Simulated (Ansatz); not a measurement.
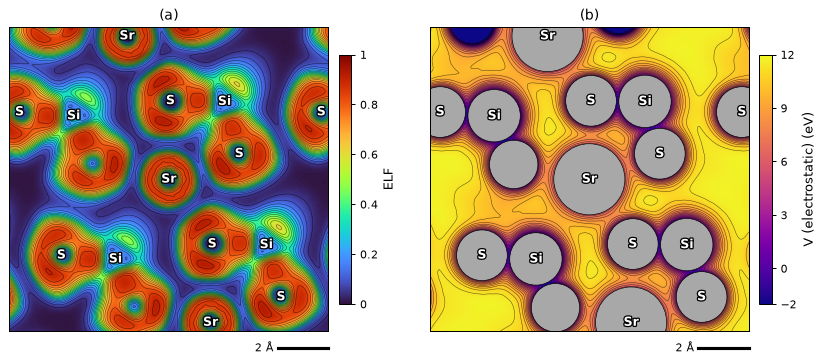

The picture shows: SrCdSiS4. (a) ELF; (b) electrostatic potential (local pseudopotential plus Hartree) felt by an electron on the (111) plane of the conventional cell. Grey discs cover the atomic cores in the potential map.

Space group Ama2.

Level of theory: DFT LDA, scalar-relativistic, plane waves, PAW (Ansatz 0.2.0).

In a PAW calculation such maps are meaningful between the atoms, not at the nuclei.

Q: What does the map show?

A: Atoms in the plane: Sr, Si and S. Atoms just off the plane (S, 0.3 Å away) can leave unmarked features too. Si–S (2.13 Å): the ELF peaks at about 0.90 between the atoms, as expected for localised, covalent bonding. Sr–S (2.96 Å): the ELF peaks at about 0.90 in the valence shell of S, 0.9 Å from its nucleus, and drops to about 0.10 between the two atoms; an ionic contact with no shared pair. Sr–S (3.07 Å): the ELF peaks at about 0.90 in the valence shell of S, 0.8 Å from its nucleus, and drops to about 0.10 between the two atoms (an ionic contact with no shared pair). Sr–S (3.07 Å): the ELF peaks at about 0.90 in the valence shell of S, 0.8 Å from its nucleus, and drops to about 0.10 between the two atoms: an ionic contact with no shared pair. The features right at Sr lie inside the PAW spheres, where the map follows smoothed inner orbitals and isn't to be read closely. Outside the cores the potential energy rises away from the atoms and is highest about 2.1 Å from the nearest atoms; its zero is arbitrary.
